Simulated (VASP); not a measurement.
Band structure of CoGe (relaxed from the WC structure, space group P-6m2). Calculation: PBEsol GGA, VASP's PBE PAW potentials (set 64) (plane waves; VASP).

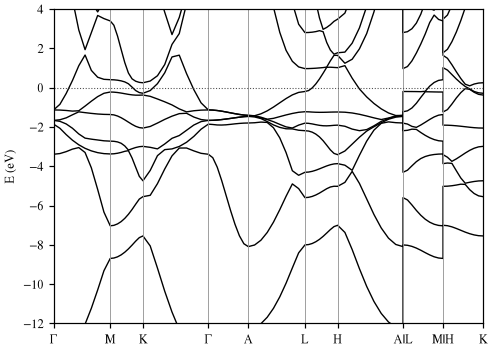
*Bands along high-symmetry lines, zero at the valence-band maximum or, without a gap, the Fermi level*

Task: Read the plot: is there a gap, and where are the band edges?

Result: It has no gap at this level: it comes out as a metal or semimetal. (Edges off the drawn lines would not show.)

The structure was generated: CoGe was put into the WC type (P-6m2), which need not be its known phase. It was relaxed first, which changed the volume by -10 %. The run is not spin-polarised, so no magnetic state was tried. The electron count is odd and the run is not spin-polarised, which forces a metal.
